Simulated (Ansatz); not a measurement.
# GeH2F (SMILES [F][GeH2]): levels of theory compared

We compute a comparison of 6 runs (UHF/STO-3G, U-r2SCAN0/STO-3G, U-revPBE/STO-3G, UBHLYP/STO-3G, USVWN5/STO-3G, UCCSD/STO-3G) of GeH2F. 

The results are computed with Ansatz 0.2.0.

61 further runs of the same task are left out: 18 that didn't finish, 43 set aside as unsound or not needed.

### 1 The system as given

The species is GeH2F (4 atoms), meant as a doublet with charge 0. As SMILES, `[F][GeH2]`. The Ge2–F1 distance was set to 3.491 Å, away from the relaxed value. At this shape a bond of the SMILES string is far longer than usual.

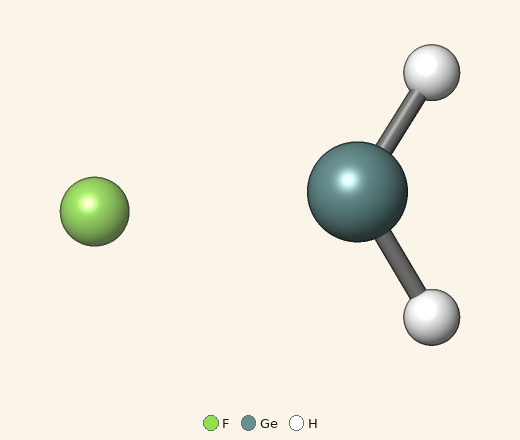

The structure, seen from a chosen angle (fluorine green, germanium teal, hydrogen white).

### 2 A single-point energy at UHF/STO-3G (run 1)

The input, job.yaml:

```yaml
crystal:
  periodic: [false, false, false]
  atoms:
    - {symbol: F, position_ang: [-0.029303, -0.947607, 3.141134]}
    - {symbol: Ge, position_ang: [0.305700, -0.223200, -0.257100]}
    - {symbol: H, position_ang: [-1.078800, -0.527800, -0.882000]}
    - {symbol: H, position_ang: [0.690400, 1.276000, -0.323100]}
basis:
  gaussian: {orbitals: STO-3G}
magnetization: {spin_polarized: true, initial_magnetization: 1}
hamiltonian: {xc: hf}
accuracy: high
```

The run is started by

```bash
ansatz run job.yaml --threads 1 --pin off --max-ram 2610MiB --events-out events.jsonl --progress --plain --runs-dir runs
```

Output:

```text
Warning: RAYON_NUM_THREADS=1 ignored (pool sized by the plan → 1); use --threads N
Functional definition: HF
  name "HF"
  exchange = exact_x
  correlation = 0
318 factors; integrals over basis functions are off by at most 2.6e-8 eV
mean field evaluation 1: about -58514.7993 eV, gradient 6.1e0 eV
mean field evaluation 2: about -58514.8075 eV, gradient 6.1e0 eV
mean field evaluation 4: about -58515.5247 eV, gradient 5.6e0 eV
mean field evaluation 8: about -58516.0453 eV, gradient 6.6e0 eV
mean field evaluation 16: about -58526.3697 eV, gradient 7.7e-3 eV
mean field evaluation 32: about -58526.3645 eV, gradient 1.0e-2 eV
mean field evaluation 64: about -58526.3599 eV, gradient 2.0e-2 eV
mean field evaluation 96: about -58526.1658 eV, gradient 1.2e-1 eV
mean field evaluation 128: about -58525.1097 eV, gradient 1.6e-1 eV
mean field evaluation 160: about -58516.4952 eV, gradient 7.3e0 eV
mean field -58526.36971687 eV, -2150.8044164968 hartree, gradient 2.5e-8 eV, S^2 1.242702; 3 other end points of the search recorded, 0 dependent functions left out
reference -58526.36971687 eV, -2150.8044164968 hartree; 22, 21 occupied and 3, 4 virtual orbitals, 318 factors
Total energy: -58526.36971687 eV, -2150.8044164968 hartree
```

Wall time 0.73 s (1 thread of Arm Neoverse V1, shared host).

### 3 The energy at U-r2SCAN0/STO-3G (run 2)

Edit job.yaml of step 2 so:

```diff
@@ -10,3 +10,3 @@
 magnetization: {spin_polarized: true, initial_magnetization: 1}
-hamiltonian: {xc: hf}
+hamiltonian: {xc: {name: r2SCAN0}}
 accuracy: high
```

The run is started by

```bash
ansatz run job.yaml --threads 1 --pin off --max-ram 2610MiB --events-out events.jsonl --progress --plain --runs-dir runs
```

Output:

```text
Warning: RAYON_NUM_THREADS=1 ignored (pool sized by the plan → 1); use --threads N
Functional definition: r2SCAN0
  name "r2SCAN0"
  parameter a = 0.25
  parameter k0 = 0.174
  parameter k1 = 0.065
  parameter a1 = 4.9479
  exchange = (1 - a)*r2scan_x(k0 = k0, k1 = k1, a1 = a1) + a*exact_x
  correlation = r2scan_c
318 factors; integrals over basis functions are off by at most 2.6e-8 eV
mean field evaluation 1: about -58552.1589 eV, gradient 2.8e1 eV
mean field evaluation 2: about -58209.4638 eV, gradient 1.2e1 eV
mean field evaluation 4: about -58445.2459 eV, gradient 9.6e1 eV
mean field evaluation 8: about -58571.0071 eV, gradient 5.6e0 eV
mean field evaluation 16: about -58572.5796 eV, gradient 9.1e-3 eV
mean field evaluation 32: about -58572.5699 eV, gradient 1.5e-1 eV
mean field -58572.57948552 eV, -2152.5025941724 hartree, gradient 2.0e-8 eV, S^2 1.223689; 5 other end points of the search recorded, 0 dependent functions left out
reference -58572.57948604 eV, -2152.5025941917 hartree; 22, 21 occupied and 3, 4 virtual orbitals, 318 factors
Total energy: -58572.57948604 eV, -2152.5025941917 hartree
```

Wall time 48 s (1 thread of Arm Neoverse V1, shared host); peak memory 0.21 GiB.

Runs 3 to 4 aren't shown in full; the table further down has their settings and results.

### 4 A single-point energy at USVWN5/STO-3G (run 5)

The input, molecule.yaml:

```yaml
basis:
  gaussian:
    orbitals: STO-3G
crystal:
  periodic: [false, false, false]
  atoms:
    - symbol: F
      position_ang: [-0.029303, -0.947607, 3.141134]
    - symbol: Ge
      position_ang: [0.305700, -0.223200, -0.257100]
    - symbol: H
      position_ang: [-1.078800, -0.527800, -0.882000]
    - symbol: H
      position_ang: [0.690400, 1.276000, -0.323100]
magnetization:
  spin_polarized: true
  initial_magnetization: 1
hamiltonian:
  xc: {name: SVWN5}
accuracy: high
```

The run is started by

```bash
ansatz run molecule.yaml --threads 1 --pin off --max-ram 2610MiB --events-out events.jsonl --progress --plain --runs-dir runs
```

Output:

```text
Warning: RAYON_NUM_THREADS=1 ignored (pool sized by the plan → 1); use --threads N
Functional definition: SVWN5
  name "SVWN5"
  exchange = slater_x
  correlation = vwn5_c
318 factors; integrals over basis functions are off by at most 2.6e-8 eV
mean field evaluation 1: about -58279.7002 eV, gradient 1.6e2 eV
mean field evaluation 2: about -58091.2438 eV, gradient 1.9e1 eV
mean field evaluation 4: about -57877.8474 eV, gradient 1.2e2 eV
mean field evaluation 8: about -58456.4067 eV, gradient 1.3e1 eV
mean field evaluation 16: about -58458.8461 eV, gradient 5.9e-1 eV
mean field evaluation 32: about -58444.1002 eV, gradient 2.9e1 eV
mean field evaluation 64: about -58458.8242 eV, gradient 1.1e0 eV
mean field evaluation 96: about -58458.6903 eV, gradient 9.9e-1 eV
mean field evaluation 128: about -58458.8172 eV, gradient 1.4e-1 eV
mean field evaluation 160: about -58458.8377 eV, gradient 1.2e-1 eV
mean field evaluation 192: about -58458.8223 eV, gradient 7.6e-2 eV
mean field -58458.85668345 eV, -2148.3233582805 hartree, gradient 2.2e-8 eV, S^2 0.934019; 11 other end points of the search recorded, 0 dependent functions left out
reference -58458.85668499 eV, -2148.3233583372 hartree; 22, 21 occupied and 3, 4 virtual orbitals, 318 factors
Total energy: -58458.85668499 eV, -2148.3233583372 hartree
```

Wall time 7.8 s (1 thread of Arm Neoverse V1, shared host); peak memory 0.11 GiB.

### 5 The energy at UCCSD/STO-3G (run 6)

Edit molecule.yaml of step 4 so:

```diff
@@ -1,4 +1 @@
-basis:
-  gaussian:
-    orbitals: STO-3G
 crystal:
@@ -14,2 +11,5 @@
       position_ang: [0.690400, 1.276000, -0.323100]
+basis:
+  gaussian:
+    orbitals: STO-3G
 magnetization:
@@ -17,4 +17,8 @@
   initial_magnetization: 1
-hamiltonian:
-  xc: {name: SVWN5}
+scf:
+  omitted_lower_state_checks: [cluster_reference, increment]
+correlation:
+  method: ccsd
+  frozen_orbitals: {F: 1, Ge: 9, H: 0}
 accuracy: high
+total_charge: 0
```

The run is started by

```bash
ansatz run molecule.yaml --threads 1 --pin off --max-ram 2610MiB --events-out events.jsonl --progress --plain --runs-dir runs
```

Output:

```text
Warning: RAYON_NUM_THREADS=1 ignored (pool sized by the plan → 1); use --threads N
[... 16 lines left out ...]
10 core orbitals not correlated: weight in the atoms' cores, before any rotation towards them, 1.000 or more for the frozen orbitals, at most 0.000 for the correlated occupied ones
[... 148 lines left out ...]
Total energy: -58527.57126290 eV, -2150.8485724989 hartree
Checks for a lower state left out: cluster_reference, increment
```

Run time: 2.5 s. Hardware: 1 thread of Arm Neoverse V1, shared host.

### 6 The series

| run | level | frozen core orbitals | energy (Eh) | ⟨S²⟩ | wall time |
| --- | --- | --- | --- | --- | --- |
| 1 | UHF/STO-3G | – | -2150.804416 | 1.243 | 0.73 s |
| 2 | U-r2SCAN0/STO-3G | – | -2152.502594 | 1.224 | 48 s |
| 3 | U-revPBE/STO-3G | – | -2152.187398 | 1.185 | 20 s |
| 4 | UBHLYP/STO-3G | – | -2152.472705 | 1.061 | 20 s |
| 5 | USVWN5/STO-3G | – | -2148.323358 | 0.934 | 7.8 s |
| 6 | UCCSD/STO-3G | 10 | -2150.848572 | 1.243 | 2.5 s |

### 7 Summary of results

```
                                           quantity           value
                                run 6: total energy  -2150.84857 Eh
run 6: correlation energy (10 core orbitals frozen)       -44.2 mEh
           run 6: ⟨S²⟩ of the reference determinant           1.243
                               run 6: T1 diagnostic           0.068
```

In words: Totals of different functionals can't be ranked against each other. In runs 1, 2, 3, 4, 5, 6 the basis is minimal, so the values are rough. Spin contamination of the reference: run 1 ⟨S²⟩ = 1.24, run 6 ⟨S²⟩ = 1.24, run 2 ⟨S²⟩ = 1.22, run 3 ⟨S²⟩ = 1.19, run 4 ⟨S²⟩ = 1.06, run 5 ⟨S²⟩ = 0.93. All runs together took 99 s, the longest 48 s.
